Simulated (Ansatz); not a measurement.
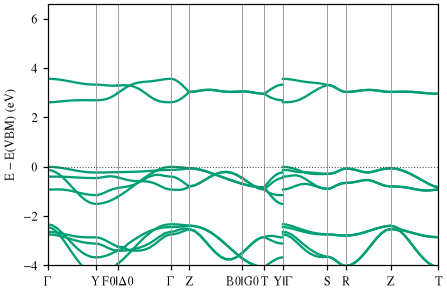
*Band structure from the program Ansatz at the r²SCAN+D4 level (PAW)*

Question: Read off the gap and where the band edges lie.

Answer: About 2.6 eV (2.62 eV by a search for the band edges); maximum at Γ, minimum at Γ.

The material is Cl (molecular I2 type, space group No. 64).

Space group Cmce (molecular I2 type). The cell was relaxed with r²SCAN+D4 under the symmetry of its start. The substance is a gas or liquid at ambient conditions; this is its low-temperature solid.

Potentials: the later of the program's two PAW sets.
